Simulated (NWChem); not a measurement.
# GaH2O (SMILES [O][GaH2]) at UHF/6-31G

What is the vertical ionisation energy of GaH2O at UHF/6-31G? 

The calculation is run with NWChem 7.3.0.

## Step 1: Starting point

GaH2O has 4 atoms, charge 0, and is taken as a doublet. SMILES: `[O][GaH2]`. Geometry: relaxed at PBE0-D4/def2-TZVP.

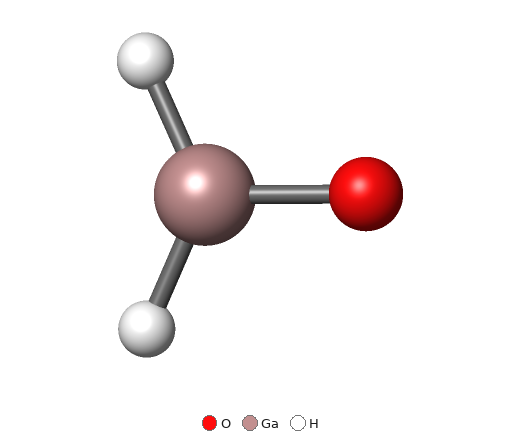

The structure, seen from a chosen angle (oxygen red, gallium pink, hydrogen white).

## Step 2: A single-point energy at UHF/6-31G

Input file gah2o.nw:

```
start gah2o
title "GaH2O hf"
memory 2200 mb
charge 0

geometry noautosym nocenter noautoz
  O    -0.885700   -0.494600    1.322100
  Ga    0.078800    0.019500   -0.100900
  H    -0.675200   -0.040800   -1.460300
  H     1.537600    0.455600    0.218700
end

basis "ao basis" spherical bse
  * library 6-31G
end

scf
  doublet
  uhf
  thresh 1e-08
  maxiter 80
  print low
end

task scf energy
```

Launch:

```
$ nwchem gah2o.nw > gah2o.out
```

Standard output, shortened:

```text
[...]
  functions       =    40
[...]
  wavefunction    = UHF
[...]
         Total SCF energy =  -1998.881679696848
      One electron energy =  -2982.896419851922
      Two electron energy =    886.602311042276
 Nuclear repulsion energy =     97.412429112797
                       Sz =      0.5000
                 Sz(Sz+1) =      0.7500
                      S^2 =      0.7583
[...]
```

It took 9 s on 1 thread of Intel Xeon Platinum 8488C (Sapphire Rapids), shared host; peak memory 0.094 GiB.

## Step 3: The singlet cation, same level

Input file mol.nw:

```
start mol
memory 2200 mb
charge 1

geometry noautosym nocenter noautoz
  O    -0.885700   -0.494600    1.322100
  Ga    0.078800    0.019500   -0.100900
  H    -0.675200   -0.040800   -1.460300
  H     1.537600    0.455600    0.218700
end

basis spherical bse
  * library 6-31G
end

scf
  singlet
  rhf
  thresh 1e-08
  maxiter 80
  noprint "final vectors analysis"
end

task scf energy
```

Launch:

```
$ nwchem mol.nw > mol.out
```

Standard output, shortened:

```text
[...]
  functions       =    40
[...]
  wavefunction    = RHF
[...]
         Total SCF energy =  -1998.419932831581
      One-electron energy =  -2970.479915037797
      Two-electron energy =    874.647553093419
 Nuclear repulsion energy =     97.412429112797
        Time for solution =      8.5s
[...]
```

Run time: 9.6 s. Hardware: 1 thread of Intel Xeon Platinum 8488C (Sapphire Rapids), shared host; peak memory 0.096 GiB.

## Step 4: Outcome

Level: UHF/6-31G.

```
                                          quantity           value
                       doublet GaH2O: total energy  -1998.88168 Eh
                               doublet GaH2O: ⟨S²⟩           0.758
                      singlet cation: total energy  -1998.41993 Eh
vertical ionisation energy (to the singlet cation)       12.565 eV
```

What this shows: Removing an electron at fixed nuclei costs 12.56 eV (290 kcal/mol). Only the singlet of the ionised species was computed; a triplet could lie lower.
